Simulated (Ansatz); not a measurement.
ClGe$_{3}$H$_{7}$O···GeH$_{4}$

Input

```
crystal:
  periodic: [false, false, false]
  atoms:
    - {symbol: Ge, position_ang: [-0.928673, 0.326502, 0.342347]}
    - {symbol: Ge, position_ang: [3.174025, -0.922012, 0.260272]}
    - {symbol: Ge, position_ang: [-0.001640, 1.292267, -1.684812]}
    - {symbol: Ge, position_ang: [-3.330592, -0.032796, 0.534760]}
    - {symbol: O, position_ang: [-0.042863, -1.198913, 0.610673]}
    - {symbol: H, position_ang: [2.655985, 0.338148, 0.963535]}
    - {symbol: Cl, position_ang: [-0.423080, 1.642617, 2.006761]}
    - {symbol: H, position_ang: [2.515714, -1.063169, -1.118462]}
    - {symbol: H, position_ang: [2.884763, -2.163481, 1.111971]}
    - {symbol: H, position_ang: [4.695924, -0.794726, 0.067430]}
    - {symbol: H, position_ang: [0.037571, 0.223306, -2.784910]}
    - {symbol: H, position_ang: [1.403497, 1.831934, -1.401528]}
    - {symbol: H, position_ang: [-0.927691, 2.439303, -2.116780]}
    - {symbol: H, position_ang: [-3.612658, -0.761399, 1.857410]}
    - {symbol: H, position_ang: [-3.823845, -0.891245, -0.640267]}
    - {symbol: H, position_ang: [-4.049407, 1.322606, 0.521982]}
    - {symbol: H, position_ang: [-0.227028, -1.588844, 1.469818]}
basis:
  gaussian: {orbitals: def2-TZVPP}
hamiltonian: {xc: pbe0, dispersion: d4}
output: {orbitals: {seedname: orbitals}}
```

Launched as:

```sh
ansatz run in.yaml --threads 4 --pin off --events-out ev --progress --plain --max-ram 66560MiB --backend cuda --devices 0, --max-vram 37GiB
```

The product side of a reaction path; geometry: PBE0-D4/def2-TZVP.

Theory: Ansatz, RKS PBE0-D4/def2-TZVPP.

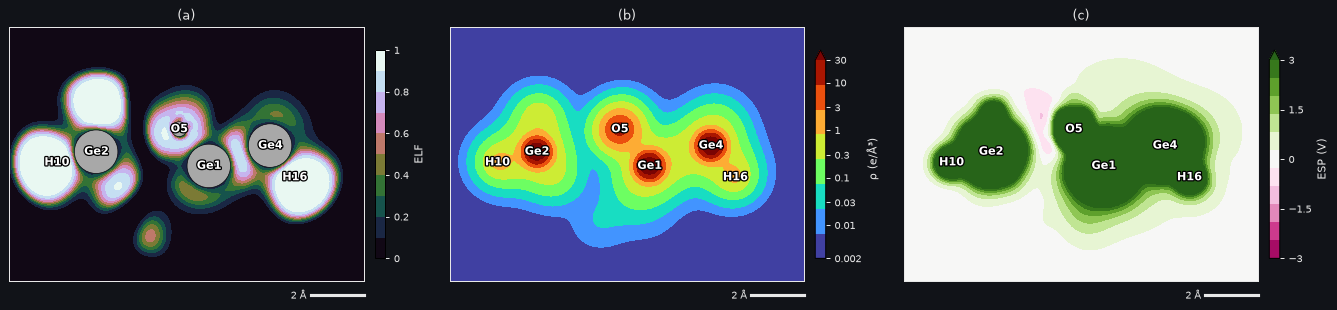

Figure 1. (a) ELF; (b) total electron density; (c) electrostatic potential on the plane of atoms Ge4, Ge1 and O5. Grey discs cover the atomic cores in the ELF map.

Describe what can be read from this map.

Answer. The plane passes through Ge, O and H nuclei.
Ge2···O5 (3.25 Å): the density falls to about 0.05 e/Å³ on the way; the ELF dips to about 0 between them.
Ge–O (1.78 Å): ρ at the midpoint is about 0.98 e/Å³; the ELF peaks at about 0.85 in the valence shell of O, 0.6 Å from its nucleus, and is about 0.35 at the midpoint.
Ge–Ge (2.44 Å): ρ is about 0.59 e/Å³ halfway; the ELF peaks at about 0.90 between the atoms, as expected for a shared electron pair.
Ge–H (1.54 Å): the density is about 1.1 e/Å³ at the midpoint; the ELF climbs to about 1 towards the hydrogen.
Outside the dense part of the complex the potential is most negative (−0.9 V) near O5.

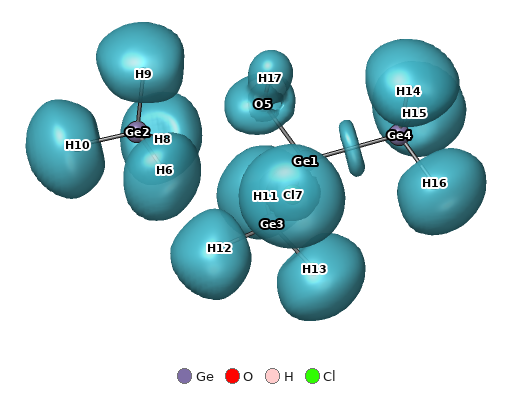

Figure 2. Isosurface of the electron localisation function at 0.75 (cyan), seen at a tilt. Core shells and regions of very low density are left out.

Describe the localisation domains.

Answer. At this value the surface marks out two regions between bonded Ge–Ge atoms (shared pairs), ten regions around hydrogen nuclei, one region wrapped around Cl (its valence shell) and one joined region spread over several atoms (H, O), in which their bonds and any lone pairs are merged.

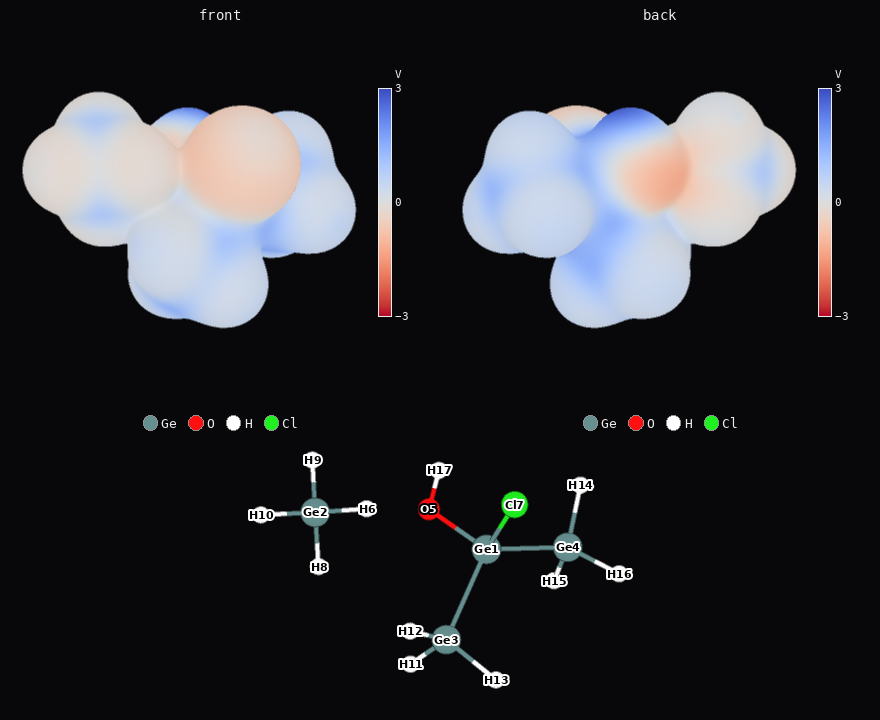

Figure 3. The molecular electrostatic potential painted on the density surface at 0.002 e/bohr³, seen from the front and from behind; the colour scale runs from red (negative) to blue (positive). The bare structure is drawn below in the same view.

Describe the electrostatic potential map.

Answer. The most negative region (about −1.1 V) lies over the gap between the two molecules, near Ge2 and O5, the most positive (about +2.4 V) over H17. O5 is the likeliest acceptor of a hydrogen bond.
